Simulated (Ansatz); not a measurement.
# F2GeH4Si: the cost of one run

Method: RKS B3LYP-D4/def2-SVPD; program: Ansatz 0.2.0.

1 further run of the same task is left out (set aside as unsound or not needed).

### Step 1. The starting structure

SMILES `F[SiH](F)[GeH3]`, 8 atoms, charge 0, spin multiplicity 1.

Atoms are counted from 1 here; the program's logs count them from 0.

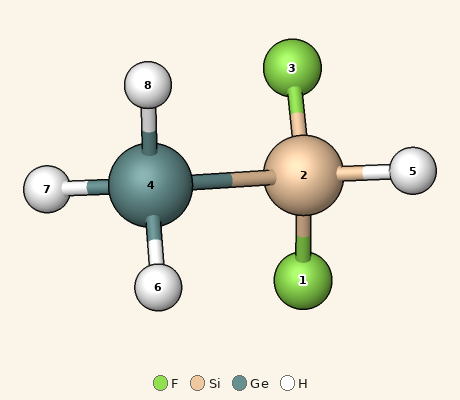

The starting geometry (fluorine green, silicon light orange, germanium teal, hydrogen white); atoms are numbered from 1 in the order of the file.

As a file:

```
F     1.2943   -1.4525    1.2296
Si    1.1350   -0.1046    0.2896
F     1.9988   -0.3853   -1.0891
Ge   -1.1683    0.1712   -0.2834
H     1.8242    1.0118    1.0128
H    -1.9958    0.3912    1.0049
H    -1.6711   -1.0930   -1.0157
H    -1.3250    1.4042   -1.2044
```

### Step 2. Relaxation

The input, input.yaml:

```yaml
crystal:
  periodic: [false, false, false]
  atoms:
    - { symbol: F, position_ang: [1.294257, -1.452512, 1.229592] }
    - { symbol: Si, position_ang: [1.134995, -0.104606, 0.289583] }
    - { symbol: F, position_ang: [1.998812, -0.385292, -1.089142] }
    - { symbol: Ge, position_ang: [-1.168278, 0.171153, -0.283428] }
    - { symbol: H, position_ang: [1.824208, 1.011781, 1.012836] }
    - { symbol: H, position_ang: [-1.995817, 0.391153, 1.004935] }
    - { symbol: H, position_ang: [-1.671053, -1.093048, -1.015706] }
    - { symbol: H, position_ang: [-1.325024, 1.404172, -1.20437] }
basis:
  gaussian: { orbitals: def2-SVPD }
hamiltonian:
  xc: { name: B3LYP }
  dispersion: d4
output:
  forces: true
relax:
  f_tol: 0.003
  max_steps: 120
```

The run is started by

```sh
$ ansatz run input.yaml --threads 1 --pin off --max-ram 2560MiB --backend cpu --events-out ev --progress --plain --runs-dir out
```

**Question.** How long does this run take on 1 thread of Intel Xeon Platinum 8488C (Sapphire Rapids), shared host, and how much memory does it need?

About 61 s, with a peak of 0.38 GiB.
